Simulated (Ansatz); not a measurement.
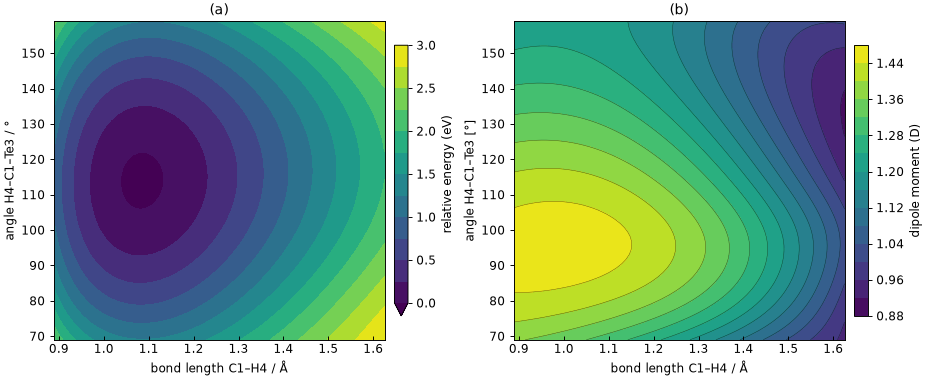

CH2SeTe, SMILES C1[Se][Te]1. 
- First axis: bond length C1–H4. Second axis: angle H4–C1–Te3.
- Nothing is relaxed (all other coordinates rigid).
- The scan uses a 7 × 7 grid.
- Points are written as (first, second).
- Energies: eV, counted from the lowest grid point.
- The reference is spin-restricted, which grows unreliable where a bond is stretched far.
- Method: RKS r2SCAN-D4/def2-TZVP (Ansatz).

Panel (a) is the energy and panel (b) the computed dipole moment on the same grid.

In the figure: filled contours. Between grid points the surface is interpolated.

**How does the dipole moment vary over the map, and what is it at the lowest grid point?**

Leaving out the highest fifth of the energies, it runs from 0.96 D at (1.625 Å, 114°) to 1.46 D at (1.011 Å, 99°). At the lowest grid point, (1.134 Å, 114°), it is 1.39 D.

| angle H4–C1–Te3 ↓, bond length C1–H4 → | 0.888 | 1.011 | 1.134 | 1.257 | 1.379 | 1.502 | 1.625 |
| --- | --- | --- | --- | --- | --- | --- | --- |
| 159 | 1.22 | 1.22 | 1.20 | 1.15 | 1.08 | 1.02 | 1.01 |
| 144 | 1.27 | 1.27 | 1.24 | 1.17 | 1.09 | 0.99 | 0.93 |
| 129 | 1.34 | 1.34 | 1.31 | 1.24 | 1.14 | 1.03 | 0.92 |
| 114 | 1.41 | 1.41 | 1.39 | 1.33 | 1.23 | 1.10 | 0.96 |
| 99 | 1.46 | 1.46 | 1.44 | 1.39 | 1.31 | 1.18 | 1.02 |
| 84 | 1.45 | 1.44 | 1.41 | 1.36 | 1.28 | 1.16 | 1.00 |
| 69 | 1.37 | 1.33 | 1.28 | 1.22 | 1.13 | 1.03 | 0.95 |
